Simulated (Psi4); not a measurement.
**GeS (germanium sulfide): B3LYP/6-31G(d) (spherical functions)**

Aim: the energy change on altering one bond length of GeS (germanium sulfide) at B3LYP/6-31G* (spherical functions), from 2 runs. 

Program for the calculation: Psi4 1.11.

**1. The structure to begin with**

GeS has 2 atoms, charge 0, and is taken as a singlet. SMILES: `[S+]#[Ge-]`. The bond length is the measured one.

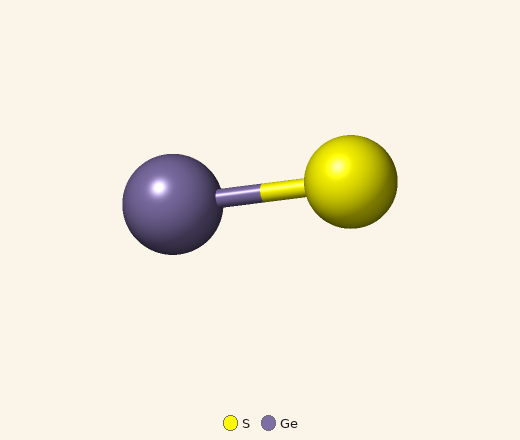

Viewed from a chosen angle; sulfur yellow, germanium purple.

**2. Energy and forces at B3LYP/6-31G(d) (spherical functions)**

Contents of job.inp:

```
memory 1.6 GB

molecule {
  S
  Ge 1 2.012086
  units angstrom
  symmetry c1
  no_reorient
  no_com
}

set {
  basis 6-31G*
  puream true
  e_convergence 1e-09
  d_convergence 1e-08
  scf_type pk
  dft_radial_points 99
  dft_spherical_points 590
}

e_tot, wfn = gradient('b3lyp', return_wfn=True)
oeprop(wfn, 'MULLIKEN_CHARGES', 'QUADRUPOLE', 'MAYER_INDICES')
```

The run is started by

```console
$ psi4 job.inp job.out -n 1
```

job.out, cut to the lines that bear on the results:

```text
[...]
  Running in c1 symmetry.
[...]
  Nuclear repulsion =  134.655641887593276
[...]
  Multiplicity = 1
[...]
  Nalpha       = 24
  Nbeta        = 24
[...]
    Number of basis functions: 50
[...]
   @RKS iter   1: -2473.50556312133995   -2.06609e+00   5.40354e-02 DIIS/ADIIS
[...]
   @RKS iter  11: -2474.98841229399386   -9.09495e-13   3.89677e-09 DIIS
[...]
    Orbital Energies [Eh]
    ---------------------
    Doubly Occupied:
       1A   -398.764554     2A    -88.853158     3A    -49.841595
       4A    -44.365879     5A    -44.365879     6A    -44.363344
       7A     -7.931457     8A     -6.269435     9A     -5.891401
      10A     -5.890677    11A     -5.890677    12A     -4.441262
      13A     -4.441262    14A     -4.434611    15A     -1.244136
      16A     -1.244136    17A     -1.241011    18A     -1.239171
      19A     -1.239171    20A     -0.707799    21A     -0.459946
      22A     -0.284020    23A     -0.283244    24A     -0.283244
[...]
  @RKS Final Energy: -2474.98841229399386
   => Energetics <=
    Nuclear Repulsion Energy =            134.6556418875932764
    One-Electron Energy =               -3711.9671230061280767
    Two-Electron Energy =                1186.5937136444581483
    DFT Exchange-Correlation Energy =     -84.2706448199172229
    Empirical Dispersion Energy =           0.0000000000000000
    VV10 Nonlocal Energy =                  0.0000000000000000
    Total Energy =                      -2474.9884122939938607
[...]
  -Total Gradient:
     Atom            X                  Y                   Z
    ------   -----------------  -----------------  -----------------
       1        0.000000000000     0.000000000000     0.015167022642
       2        0.000000000002    -0.000000000000    -0.015172262386
[...]
 Multipole Moments:
 ------------------------------------------------------------------------------------
     Multipole            Electronic (a.u.)      Nuclear  (a.u.)        Total (a.u.)
 ------------------------------------------------------------------------------------
 L = 1.  Multiply by 2.5417464519 to convert [e a0] to [Debye]
 Dipole X            :          0.0000000            0.0000000            0.0000000
 Dipole Y            :          0.0000000            0.0000000            0.0000000
 Dipole Z            :          6.5250789           -5.7319003            0.7931786
 Magnitude           :                                                    0.7931786
 L = 2.  Multiply by 1.3450342976 to convert [e a0^2] to [Debye ang]
 Quadrupole XX       :        -21.7036582            0.0000000          -21.7036582
 Quadrupole XY       :          0.0000000            0.0000000            0.0000000
[...]
  Mulliken Charges: (a.u.)
   Center  Symbol    Alpha    Beta     Spin     Total
       1     S     8.06951  8.06951  0.00000 -0.13902
       2    GE    15.93049 15.93049  0.00000  0.13902
   Total alpha = 24.00000, Total beta = 24.00000, Total charge = -0.00000
  Mayer Bond Indices:
[...]
```

It took 5.1 s on 1 thread of Intel Xeon 6975P-C (Granite Rapids), shared host; peak memory 0.35 GiB.

**3. The distorted shape: the energy at B3LYP/6-31G(d) (spherical functions)**

Contents of ges.json:

```json
{
 "schema_name": "qcschema_input",
 "schema_version": 1,
 "molecule": {
  "schema_name": "qcschema_molecule",
  "schema_version": 2,
  "symbols": ["S", "Ge"],
  "geometry": [0.0, 0.0, -1.90109094, 0.0, 0.0, 3.80229148],
  "molecular_charge": 0,
  "molecular_multiplicity": 1,
  "fix_symmetry": "c1",
  "fix_com": true,
  "fix_orientation": true
 },
 "driver": "energy",
 "model": {
  "method": "b3lyp",
  "basis": "6-31G*"
 },
 "keywords": {
  "puream": true,
  "e_convergence": 1e-09,
  "d_convergence": 1e-08,
  "scf_type": "pk",
  "dft_radial_points": 99,
  "dft_spherical_points": 590,
  "scf_properties": ["LOWDIN_CHARGES", "QUADRUPOLE", "DIPOLE"]
 }
}
```

The run is started by

```console
$ psi4 --qcschema ges.json -n 1 --memory 1600MB
```

stdout, cut to the lines that bear on the results:

```text
[...]
  Running in c1 symmetry.
[...]
  Nuclear repulsion =   89.771290489758172
[...]
  Multiplicity = 1
[...]
  Nalpha       = 24
  Nbeta        = 24
[...]
    Number of basis functions: 50
[...]
   @RKS iter   1: -2473.53374833931639   -2.70203e+00   5.27449e-02 ADIIS/DIIS
[...]
   @RKS iter  16: -2474.84705028653161   -9.09495e-13   1.72883e-09 DIIS
[...]
    Orbital Energies [Eh]
    ---------------------
    Doubly Occupied:
       1A   -398.828380     2A    -88.856484     3A    -49.902310
       4A    -44.426539     5A    -44.426539     6A    -44.425242
       7A     -7.924924     8A     -6.327319     9A     -5.887293
      10A     -5.883999    11A     -5.883999    12A     -4.498279
      13A     -4.498279    14A     -4.493219    15A     -1.300296
      16A     -1.300296    17A     -1.296055    18A     -1.296055
      19A     -1.294712    20A     -0.622576    21A     -0.506248
      22A     -0.253436    23A     -0.224794    24A     -0.224794
[...]
  @RKS Final Energy: -2474.84705028653161
   => Energetics <=
    Nuclear Repulsion Energy =             89.7712904897581723
    One-Electron Energy =               -3620.7978664775018842
    Two-Electron Energy =                1140.2914623948929602
    DFT Exchange-Correlation Energy =     -84.1119366936809172
    Empirical Dispersion Energy =           0.0000000000000000
    VV10 Nonlocal Energy =                  0.0000000000000000
    Total Energy =                      -2474.8470502865320668
[...]
 Multipole Moments:
 ------------------------------------------------------------------------------------
     Multipole            Electronic (a.u.)      Nuclear  (a.u.)        Total (a.u.)
 ------------------------------------------------------------------------------------
 L = 1.  Multiply by 2.5417464519 to convert [e a0] to [Debye]
 Dipole X            :         -0.0000000            0.0000000           -0.0000000
 Dipole Y            :         -0.0000000            0.0000000           -0.0000000
 Dipole Z            :        -89.2091621           91.2558723            2.0467102
 Magnitude           :                                                    2.0467102
 L = 2.  Multiply by 1.3450342976 to convert [e a0^2] to [Debye ang]
 Quadrupole XX       :        -22.8150055            0.0000000          -22.8150055
 Quadrupole XY       :          0.0000000            0.0000000            0.0000000
[...]
```

The result, in JSON:

```text
{
 "driver": "energy",
 "model": {
  "method": "b3lyp",
  "basis": "6-31G*"
 },
 "success": true,
 "return_result": -2474.8470502865316,
 "properties": {
  "calcinfo_nbasis": 50,
  "calcinfo_nmo": 50,
  "calcinfo_nalpha": 24,
  "calcinfo_nbeta": 24,
  "calcinfo_natom": 2,
  "nuclear_repulsion_energy": 89.77129048975817,
  "return_energy": -2474.8470502865316,
  "scf_one_electron_energy": -3620.797866477502,
  "scf_two_electron_energy": 1140.291462394893,
  "scf_xc_energy": -84.11193669368092,
  "scf_dipole_moment": [-2.413304240462008e-12, -1.2059775804341953e-13, 2.046710215928286],
  "scf_total_energy": -2474.8470502865316,
  "scf_iterations": 16
 }
}
```

Run time: 4.5 s. Hardware: 1 thread of Intel Xeon 6975P-C (Granite Rapids), shared host; peak memory 0.34 GiB.

**4. Outcome**

At B3LYP/6-31G* (spherical functions):

| quantity | value |
| --- | --- |
| first shape: total energy | -2474.98841 Eh |
| first shape: dipole moment | 2.02 D |
| first shape: HOMO energy | -7.71 eV |
| first shape: LUMO energy | -2.54 eV |
| first shape: HOMO–LUMO gap | 5.16 eV |
| first shape: largest force on an atom | 0.780 eV/Å |
| distorted shape: total energy | -2474.84705 Eh |
| distorted shape: dipole moment | 5.20 D |
| distorted shape: HOMO energy | -6.12 eV |
| distorted shape: LUMO energy | -4.24 eV |
| distorted shape: HOMO–LUMO gap | 1.87 eV |
| energy change with the S1–Ge2 bond stretched from 2.012 to 3.018 Å | 3.847 eV |

In words: With the S1–Ge2 bond stretched from 2.012 to 3.018 Å the energy rises by 3.85 eV (371 kJ/mol). The first shape isn't relaxed at this level, so the change isn't measured from a minimum. A restricted reference can't describe the breaking bond well at this length. The largest force (first shape) is 0.78 eV/Å: the shape isn't a stationary point for this species at this level.
